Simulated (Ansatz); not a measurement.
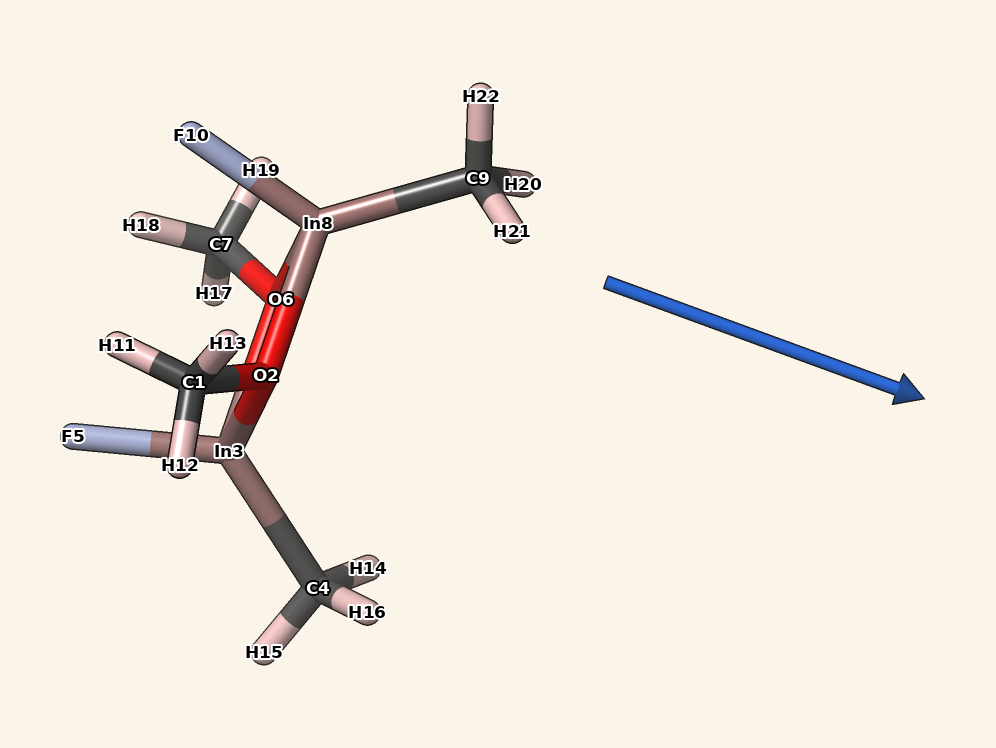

The arrow beside the molecule shows the direction of the dipole moment, from the negative to the positive end (its length means nothing). Computed geometry: PBE0-D4/def2-TZVP optimisation. No frequency run is at hand to confirm it as a minimum. Level of theory: RKS r2SCAN-D4/def2-TZVPP, core potentials on In (Ansatz 0.2.0).

How large is the dipole moment?

4.85 D; it points from the side of F5, F10, H11, H18 to the side of H14, H16, H20, H21 (the outermost atoms at the two ends).
